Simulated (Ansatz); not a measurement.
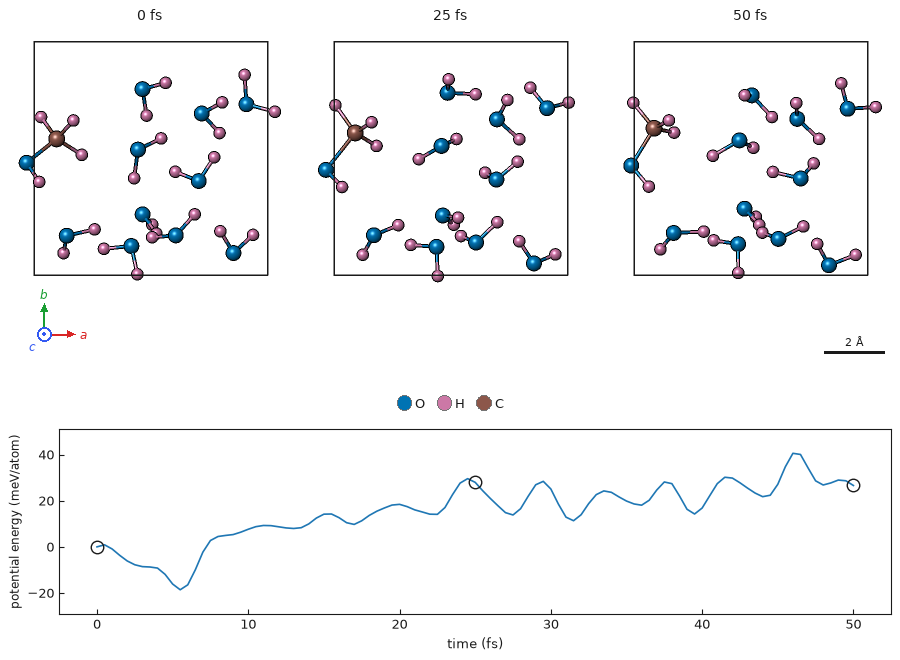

Molecular dynamics of a periodic cell with 10 H2O + 1 CH3OH at 0.739 g/cm³, 50 fs long. It starts from the last geometry of an earlier run, with fresh velocities. Frames and the history of the run. A ball-and-stick model of the simulation cell, seen along the c axis.

Level of theory: DFT r2SCAN-D3(BJ), scalar-relativistic, plane waves, PAW in Ansatz 0.2.0. Settings: plane-wave cutoff 200 eV; k-point mesh 1 × 1 × 1; Fermi-Dirac smearing 0.02 eV; Langevin thermostat (NVT); set temperature 700 K; time step 0.5 fs; friction 0.02 per fs.

Input
```yaml
crystal:
  lattice:
    - [7.813935, 0.0, 0.0]
    - [0.0, 7.813935, 0.0]
    - [0.0, 0.0, 7.813935]
  atoms:
    - { symbol: O, position: [0.85383773, 0.09447877, 0.33444163] }
    - { symbol: H, position: [0.79782367, 0.18755007, 0.38800456] }
    - { symbol: H, position: [0.93743489, 0.17212645, 0.2750073] }
    - { symbol: O, position: [0.70506051, 0.40265538, 0.4759455] }
    - { symbol: H, position: [0.77113256, 0.50468737, 0.48060568] }
    - { symbol: H, position: [0.60475864, 0.44232517, 0.41720166] }
    - { symbol: O, position: [0.46412776, 0.79648291, 0.54813222] }
    - { symbol: H, position: [0.56310665, 0.82333633, 0.61141529] }
    - { symbol: H, position: [0.48160016, 0.68297247, 0.49489551] }
    - { symbol: O, position: [-0.09074237, 0.73169593, 0.39022649] }
    - { symbol: H, position: [-0.09861202, 0.85745274, 0.41103928] }
    - { symbol: H, position: [0.03141161, 0.69943146, 0.43211562] }
    - { symbol: O, position: [0.44481526, 0.53744055, 0.25952018] }
    - { symbol: H, position: [0.54411393, 0.58524393, 0.19192176] }
    - { symbol: H, position: [0.42815758, 0.41484209, 0.20023525] }
    - { symbol: O, position: [0.60661963, 0.16990543, 0.73057289] }
    - { symbol: H, position: [0.50545913, 0.16190902, 0.66074052] }
    - { symbol: H, position: [0.68776867, 0.26006363, 0.68963057] }
    - { symbol: O, position: [0.41653562, 0.12447298, 0.41104537] }
    - { symbol: H, position: [0.44196387, 0.00368449, 0.43656725] }
    - { symbol: H, position: [0.29899956, 0.11256637, 0.37098758] }
    - { symbol: O, position: [0.13934822, 0.16851425, 0.08614285] }
    - { symbol: H, position: [0.2587883, 0.1957331, 0.05896434] }
    - { symbol: H, position: [0.12589832, 0.09401149, -1.09e-05] }
    - { symbol: O, position: [0.46465319, 0.25998487, 1.06534534] }
    - { symbol: H, position: [0.50569977, 0.21628294, 0.95304734] }
    - { symbol: H, position: [0.52317626, 0.17806545, 1.14483215] }
    - { symbol: O, position: [0.71768318, 0.69194131, 0.06255158] }
    - { symbol: H, position: [0.79425058, 0.60826945, 0.01344802] }
    - { symbol: H, position: [0.80535948, 0.73979643, 0.13603041] }
    - { symbol: C, position: [0.09647238, 0.58324857, 0.87265833] }
    - { symbol: O, position: [-0.03224137, 0.48098022, 0.94814884] }
    - { symbol: H, position: [0.02977162, 0.67693054, 0.77243812] }
    - { symbol: H, position: [0.02164807, 0.39884534, 1.01845192] }
    - { symbol: H, position: [0.16820432, 0.66222481, 0.96925303] }
    - { symbol: H, position: [0.20428717, 0.51493831, 0.80805112] }
basis:
  ecutwfc: 200.0
kpoints:
  mp_grid: { grid: [1, 1, 1] }
hamiltonian:
  xc: r2scan
  dispersion: d3bj
scf:
  occupations: { method: fermi_dirac, width: 0.02 }
  lower_state_search: "off"
md:
  timestep: 0.5
  n_steps: 100
  ensemble: nvt_langevin
  temperature: 700.0
  initial_velocities: maxwell_boltzmann
  seed: 230653
  friction: 0.02
```

Launched with:
```bash
ansatz run input.yaml --threads 1 --pin off --max-ram 3072MiB --backend cpu --events-out ev --progress --plain --runs-dir out
```

> What happens in this trajectory?

The mean temperature in the second half is 586 K (standard deviation 48 K). The potential energy in the second half lies on average 23.7 meV per atom above the first frame. Root-mean-square distances from the starting positions over the second half, with the common drift of all atoms taken out: H 0.60 Å, C 0.37 Å, O 0.29 Å. The heavy atoms stay within a fraction of a molecule's size of their starting places; so short a run doesn't tell a liquid from a solid. The plane-wave cutoff is below what these potentials need, so energies and forces are off.

Limits of the set-up: the cutoff lies below the recommended one; the periodic images lie only 7.8 Å apart, so the values are limited by the cell's size.
